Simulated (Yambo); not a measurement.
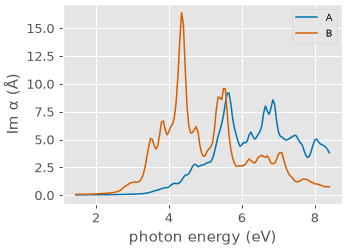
Figure: Two computed absorption spectra of a free-standing SnS$_{2}$ monolayer (symmetry P-3m1, slab cell 15.9 Å high) (Yambo, PBE bands with the same scissor, field along x)

**Question.** Which curve includes the electron-hole attraction (BSE), and where are its main peaks?

**Answer.** Curve B: the attraction moves weight to lower energy (centre of the plotted range 5.1 eV against 6.4 eV). Its peaks lie at 3.5 eV, 3.9 eV, 4.3 eV, 5.5 eV. Settings: 18×18×1 mesh, 5 valence and 4 conduction bands, static screening with 52 bands and a 3 Ry block, scissor 1.56 eV, Tamm-Dancoff, stochastic integration of W near q = 0. The scissor comes from a G0W0 run whose convergence isn't established. Broadening 0.1 eV. The band window holds all transitions up to 8.5 eV. Fine structure above the onset can come from the mesh.

Spin-orbit coupling is not included.

Geometry relaxed with PBE+D3(BJ); primitive cell a = b = 3.665 Å, c = 15.900 Å, α = β = 90.00°, γ = 120.00°.

The potentials are those of PseudoDojo's stringent table.
